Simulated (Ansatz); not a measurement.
**SiH2MeCl (CH5ClSi): the relaxed shape and its frontier levels**

Aim: characterise SiH2MeCl (CH5ClSi) as a singlet: its structure, frontier levels and distribution of charge.

Method: RKS PBE0-D4/def2-TZVP; program: Ansatz 0.2.0, Gaussian basis.

Levels to be run: relaxation at r2SCAN-D4/def2-TZVP; a search for the lowest solution at PBE0-D4/def2-SVP; a single point at PBE0-D4/def2-TZVP; harmonic vibrations at r2SCAN-D4/def2-TZVP.

1 further run of the same task is left out (it didn't finish). Runs told in other sessions of the task aren't counted.

## (1) The starting structure

8 atoms, charge 0, spin multiplicity 1.

Atoms are counted from 1 here; the program's logs count them from 0.

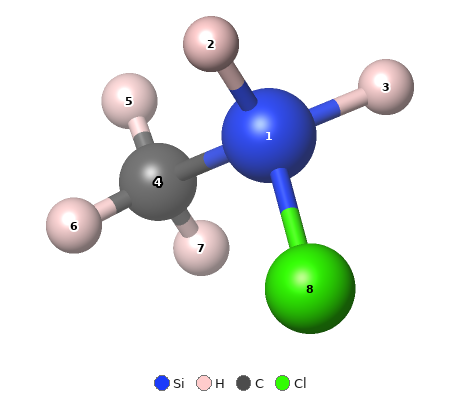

As it starts; silicon blue, hydrogen pink, carbon dark grey, chlorine green; atoms are numbered from 1 in the order of the file.

Coordinates:

```csv
atom,x (Å),y (Å),z (Å)
Si1,0.4690,-0.6732,0.3381
H2,0.4536,-0.7093,1.7993
H3,1.8397,-0.7273,-0.1659
C4,-0.4268,0.8662,-0.3094
H5,0.0300,1.7740,0.0727
H6,-1.4725,0.8728,-0.0122
H7,-0.3961,0.9154,-1.3956
Cl8,-0.4970,-2.3186,-0.3271
```

The start is a GFN2-xTB geometry.

## (2) Relaxation at r2SCAN-D4/def2-TZVP

Input file in.yaml:

```yaml
crystal:
  periodic: [false, false, false]
  atoms:
    - {symbol: Si, position_ang: [0.468960, -0.673160, 0.338110]}
    - {symbol: H, position_ang: [0.453620, -0.709260, 1.799300]}
    - {symbol: H, position_ang: [1.839750, -0.727340, -0.165900]}
    - {symbol: C, position_ang: [-0.426760, 0.866180, -0.309360]}
    - {symbol: H, position_ang: [0.029950, 1.774000, 0.072730]}
    - {symbol: H, position_ang: [-1.472500, 0.872760, -0.012210]}
    - {symbol: H, position_ang: [-0.396070, 0.915440, -1.395600]}
    - {symbol: Cl, position_ang: [-0.496950, -2.318630, -0.327070]}
basis:
  gaussian: {orbitals: def2-TZVP}
hamiltonian: {xc: r2scan, dispersion: d4}
scf: {lower_state_search: "off"}
output: {orbitals: {seedname: orbitals}}
relax: {f_tol: 0.02, max_steps: 100}
```

The run is started by

```
$ ansatz run in.yaml --threads 4 --pin off --events-out ev --progress --plain --max-ram 3916MiB
```

Output, cut to the lines that bear on the results:

```text
Functional definition: r2SCAN
  name "r2SCAN"
  cite "Furness, Kaplan, Ning, Perdew & Sun, J. Phys. Chem. Lett. 11, 8208 (2020) doi:10.1021/acs.jpclett.0c02405"
  cite "Furness, Kaplan, Ning, Perdew & Sun, J. Phys. Chem. Lett. 11, 9248 (2020) doi:10.1021/acs.jpclett.0c03077"
  parent r2scan
[...]
908 factors; their error is unknown
[...]
mean field -21519.22518420 eV, -790.8169392646 hartree, gradient 5.0e-6 eV, S^2 0.000000; 0 other end points of the search recorded, 0 dependent functions left out
[...]
reference -21519.22519519 eV, -790.8169396686 hartree; 21, 21 occupied and 114, 114 virtual orbitals, 908 factors
relax step   1: F+E_penalty+E_count = -21519.25951818 eV  Δ(F+E_penalty+E_count) = +0.000e0 eV  max|allowed force component| = 1.202e0 eV/Å  Δτ_max = 0.0000 Å  (16 SCF iters, accepted)
[...]
relax step   4: F+E_penalty+E_count = -21519.30331485 eV  Δ(F+E_penalty+E_count) = -2.656e-4 eV  max|allowed force component| = 2.040e-2 eV/Å  Δτ_max = 0.0051 Å  (21 SCF iters, accepted)
[...]
relax step   5: F+E_penalty+E_count = -21519.30343871 eV  Δ(F+E_penalty+E_count) = -1.239e-4 eV  max|allowed force component| = 4.689e-3 eV/Å  Δτ_max = 0.0133 Å  (20 SCF iters, accepted)
Total energy: -21519.30344973 eV, -790.8198154699 hartree
Atom 0 at     0.451177    -0.646953     0.326995 Å, force     0.000465    -0.001433     0.001310 eV/Å
Atom 1 at     0.435320    -0.699004     1.808525 Å, force    -0.001932     0.000313    -0.004515 eV/Å
Atom 2 at     1.853003    -0.702536    -0.152226 Å, force    -0.004456     0.001131     0.000508 eV/Å
Atom 3 at    -0.425422     0.861668    -0.309054 Å, force     0.001006     0.002985     0.000497 eV/Å
Atom 4 at     0.066826     1.765743     0.060378 Å, force     0.003639     0.002941     0.001073 eV/Å
Atom 5 at    -1.465087     0.878395     0.024347 Å, force    -0.000707    -0.003473     0.002390 eV/Å
Atom 6 at    -0.414765     0.888611    -1.400598 Å, force     0.000074    -0.004689    -0.001382 eV/Å
Atom 7 at    -0.501051    -2.345935    -0.358367 Å, force     0.001912     0.002224     0.000119 eV/Å
Dipole moment:     0.036791     0.385531     0.025908 e Å
Checks for a lower state left out: stability, starts, cluster_reference, orbital_swaps, neighbouring_geometries, increment
```

Run time: 7 s. Hardware: 4 threads of Arm Neoverse V2, shared host.

Relaxation path:

```csv
step,energy from step 1 (eV),largest force component (eV/Å)
1,0.0000,1.2017
2,-0.0386,0.3366
3,-0.0435,0.0495
4,-0.0438,0.0204
5,-0.0439,0.0047
```

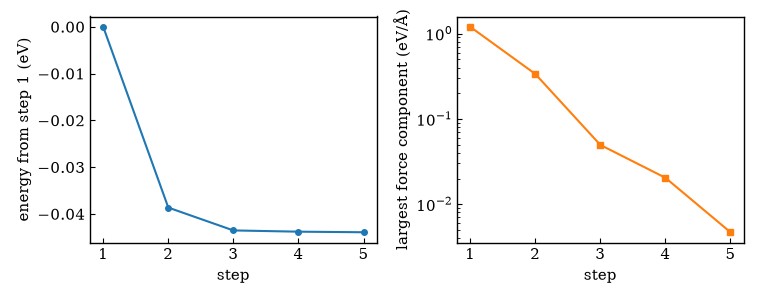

Energy and force, step by step.

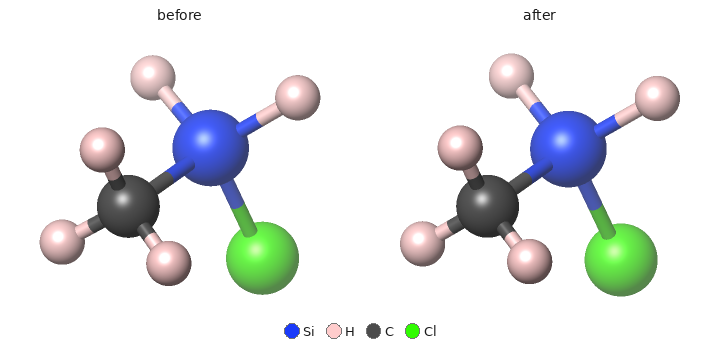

Before and after, at one scale.

Distances of close pairs at the start and the end, largest changes first:

```csv
bond,before (Å),after (Å),change (Å)
Si1–Cl8,2.021,2.065,+0.044
Si1–C4,1.895,1.857,-0.038
Si1–H3,1.462,1.483,+0.021
Si1–H2,1.462,1.483,+0.021
C4–H5,1.086,1.094,+0.008
C4–H6,1.087,1.092,+0.005
C4–H7,1.088,1.092,+0.004
```

Bonds by kind at the end (by distance):

```csv
bond,count,shortest (Å),longest (Å)
Cl–Si,1,2.065,2.065
C–Si,1,1.857,1.857
C–H,3,1.092,1.094
H–Si,2,1.483,1.483
```

## (3) Searching for the lowest solution, PBE0-D4/def2-SVP

start.molden holds the orbitals of an earlier run on this state, given as this run's starting guess.

Input file in.yaml:

```yaml
crystal:
  periodic: [false, false, false]
  atoms:
    - {symbol: Si, position_ang: [0.451177, -0.646953, 0.326995]}
    - {symbol: H, position_ang: [0.435320, -0.699004, 1.808525]}
    - {symbol: H, position_ang: [1.853003, -0.702536, -0.152226]}
    - {symbol: C, position_ang: [-0.425422, 0.861668, -0.309054]}
    - {symbol: H, position_ang: [0.066826, 1.765743, 0.060378]}
    - {symbol: H, position_ang: [-1.465087, 0.878395, 0.024347]}
    - {symbol: H, position_ang: [-0.414765, 0.888611, -1.400598]}
    - {symbol: Cl, position_ang: [-0.501051, -2.345935, -0.358367]}
basis:
  gaussian: {orbitals: def2-SVP, initial_orbitals: start.molden}
hamiltonian: {xc: pbe0, dispersion: d4}
output: {orbitals: {seedname: orbitals}}
```

The command is unchanged.

Output:

```text
Functional definition: PBE0
  name "PBE0"
  cite "Adamo & Barone, J. Chem. Phys. 110, 6158 (1999) doi:10.1063/1.478522"
  cite "Perdew, Burke & Ernzerhof, Phys. Rev. Lett. 77, 3865 (1996) doi:10.1103/PhysRevLett.77.3865"
  parent pbe
  parameter a = 0.25
  parameter kappa = 0.804
  parameter beta = 0.06672455060314922
  exchange = (1 - a)*pbe_x(kappa = kappa, mu = beta*pi^2/3) + a*exact_x
  correlation = pbe_c(beta = beta)
730 factors; integrals over basis functions are off by at most 1.3e-3 eV
mean field evaluation 1: about -21504.1591 eV, gradient 5.1e0 eV
mean field evaluation 2: about -21504.2338 eV, gradient 5.7e-2 eV
mean field evaluation 4: about -21504.3047 eV, gradient 6.3e-4 eV
mean field evaluation 8: about -21500.5442 eV, gradient 3.9e1 eV
mean field evaluation 16: about -21504.3047 eV, gradient 9.9e-3 eV
mean field -21504.30467010 eV, -790.2686204851 hartree, gradient 1.4e-5 eV, S^2 0.000000; 1 other end points of the search recorded, 0 dependent functions left out
reference -21504.30469386 eV, -790.2686213580 hartree; 21, 21 occupied and 54, 54 virtual orbitals, 730 factors
Total energy: -21504.42798579 eV, -790.2731522528 hartree
```

It took 0.86 s on 4 threads of Arm Neoverse V2, shared host.

From the report: HOMO -8.61 eV, LUMO 0.86 eV.

## (4) Single point, PBE0-D4/def2-TZVP

in.yaml, as its differences from that of step 3:

```diff
@@ -12,4 +12,5 @@
 basis:
-  gaussian: {orbitals: def2-SVP, initial_orbitals: start.molden}
+  gaussian: {orbitals: def2-TZVP, initial_orbitals: start.molden}
 hamiltonian: {xc: pbe0, dispersion: d4}
+scf: {omitted_lower_state_checks: [starts]}
 output: {orbitals: {seedname: orbitals}}
```

The command is unchanged.

Output:

```text
Functional definition: PBE0
  name "PBE0"
  cite "Adamo & Barone, J. Chem. Phys. 110, 6158 (1999) doi:10.1063/1.478522"
  cite "Perdew, Burke & Ernzerhof, Phys. Rev. Lett. 77, 3865 (1996) doi:10.1103/PhysRevLett.77.3865"
  parent pbe
  parameter a = 0.25
  parameter kappa = 0.804
  parameter beta = 0.06672455060314922
  exchange = (1 - a)*pbe_x(kappa = kappa, mu = beta*pi^2/3) + a*exact_x
  correlation = pbe_c(beta = beta)
these checks for a lower state are left out or cut short: starts
936 factors; their error is unknown
mean field evaluation 1: about -21510.7411 eV, gradient 1.2e2 eV
mean field evaluation 2: about -21512.5912 eV, gradient 2.6e0 eV
mean field evaluation 4: about -21512.6787 eV, gradient 2.3e-1 eV
mean field -21512.67871992 eV, -790.5763611396 hartree, gradient 7.2e-5 eV, S^2 0.000000; 0 other end points of the search recorded, 0 dependent functions left out
reference -21512.67874906 eV, -790.5763622106 hartree; 21, 21 occupied and 114, 114 virtual orbitals, 936 factors
Total energy: -21512.80204099 eV, -790.5808931055 hartree
Checks for a lower state left out: starts
```

Wall time 1.1 s (4 threads of Arm Neoverse V2, shared host).

Report: HOMO -8.75 eV, LUMO 0.46 eV.

Mulliken charges, from this run's orbitals:

```csv
atom,value (e)
Si1,0.36
H2,-0.02
H3,-0.02
C4,-0.49
H5,0.14
H6,0.15
H7,0.15
Cl8,-0.27
```

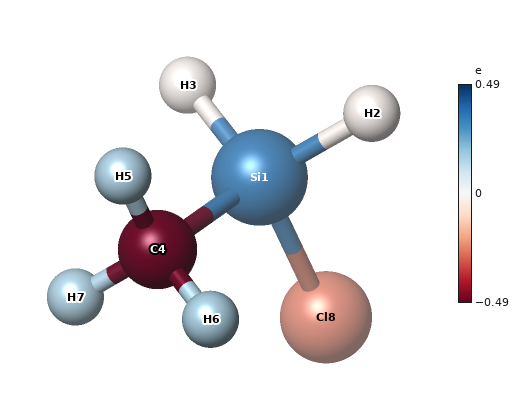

Mulliken charges, from this run's orbitals, as colours on the atoms.

Largest Mayer bond orders: Si1–Cl8 1.13; Si1–C4 1.03; Si1–H2 0.95; Si1–H3 0.95; C4–H6 0.94; C4–H7 0.94; C4–H5 0.94.

## (5) Harmonic vibrations

in.yaml, as its differences from that of step 4:

```diff
@@ -12,5 +12,5 @@
 basis:
-  gaussian: {orbitals: def2-TZVP, initial_orbitals: start.molden}
-hamiltonian: {xc: pbe0, dispersion: d4}
+  gaussian: {orbitals: def2-TZVP}
+hamiltonian: {xc: r2scan, dispersion: d4}
 scf: {omitted_lower_state_checks: [starts]}
-output: {orbitals: {seedname: orbitals}}
+phonons: {temperatures: {t_min: 298.15, t_max: 900, t_step: 200}}
```

Same command.

Output, cut to the lines that bear on the results:

```text
Functional definition: r2SCAN
  name "r2SCAN"
  cite "Furness, Kaplan, Ning, Perdew & Sun, J. Phys. Chem. Lett. 11, 8208 (2020) doi:10.1021/acs.jpclett.0c02405"
  cite "Furness, Kaplan, Ning, Perdew & Sun, J. Phys. Chem. Lett. 11, 9248 (2020) doi:10.1021/acs.jpclett.0c03077"
  parent r2scan
[...]
908 factors; their error is unknown
[...]
mean field -21519.26912010 eV, -790.8185538793 hartree, gradient 5.6e-5 eV, S^2 0.000000; 0 other end points of the search recorded, 0 dependent functions left out
[...]
reference -21519.26913111 eV, -790.8185542839 hartree; 21, 21 occupied and 114, 114 virtual orbitals, 908 factors
[...]
908 factors; their error is unknown
mean field -21519.26902764 eV, -790.8185504813 hartree, gradient 3.5e-6 eV, S^2 0.000000; 0 other end points of the search recorded, 0 dependent functions left out
[...]
Atom 0 at     0.451177    -0.646953     0.326995 Å, force     0.000348    -0.001548     0.001269 eV/Å
Atom 1 at     0.435320    -0.699004     1.808525 Å, force    -0.001929     0.000331    -0.004534 eV/Å
Atom 2 at     1.853003    -0.702536    -0.152226 Å, force    -0.004478     0.001145     0.000501 eV/Å
Atom 3 at    -0.425422     0.861668    -0.309054 Å, force     0.001059     0.002894     0.000548 eV/Å
Atom 4 at     0.066826     1.765743     0.060378 Å, force     0.003650     0.002963     0.001078 eV/Å
Atom 5 at    -1.465087     0.878395     0.024347 Å, force    -0.000725    -0.003444     0.002393 eV/Å
Atom 6 at    -0.414765     0.888611    -1.400598 Å, force     0.000070    -0.004670    -0.001420 eV/Å
Atom 7 at    -0.501051    -2.345935    -0.358367 Å, force     0.002004     0.002328     0.000165 eV/Å
Dipole moment:     0.036789     0.385531     0.025907 e Å
Vibrations: 167.75 198.83 491.95 522.67 681.89 696.12 752.26 883.18 911.81 963.11 1274.32 1445.13 1451.27 2229.56 2234.58 3035.02 3118.36 3129.72 cm⁻¹, zero-point energy 1.499436 eV
Checks for a lower state left out: starts
```

It took 52 s on 4 threads of Arm Neoverse V2, shared host.

Motions are named by where the mode's potential energy lies. The modes, unscaled (a negative number is an imaginary wavenumber):

```csv
mode,cm⁻¹,motion
1,168,torsion
2,199,bend
3,492,bend with torsion
4,523,Si–Cl stretch
5,682,bend with wag or twist
6,696,Si–C stretch with bend
7,752,bend with Si–C stretch
8,883,bend
9,912,bend with wag or twist
10,963,bend with wag or twist
11,1274,bend
12,1445,bend
13,1451,bend
14,2230,Si–H stretch
15,2235,Si–H stretch
16,3035,C–H stretch
17,3118,C–H stretch
18,3130,C–H stretch
```

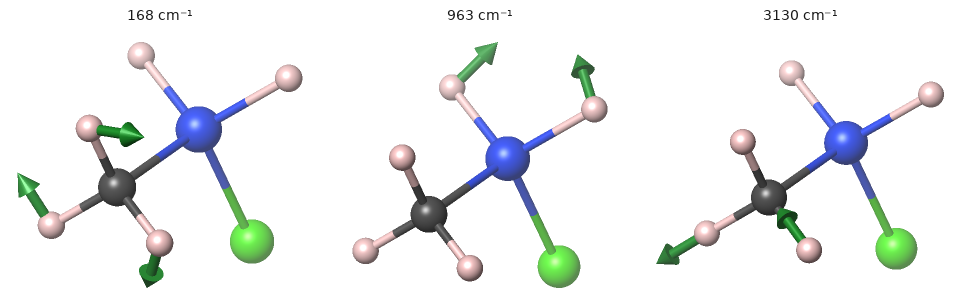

How the atoms move in 3 of the modes.

## (6) What came out

| quantity | value |
| --- | --- |
| point group | Cs |
| Cl–Si bond | 2.065 Å |
| HOMO, LUMO at PBE0-D4/def2-TZVP | -8.75, 0.46 eV |
| dipole at r2SCAN-D4/def2-TZVP | 1.86 D |
| lowest, highest wavenumber | 168, 3130 cm⁻¹ |

The molecule keeps its bonding pattern by the stored test; the atoms moved 0.03 Å (rms). All wavenumbers are real: a minimum at this level. The point group is read from a loosely relaxed geometry; soft torsions can leave it below the true symmetry.
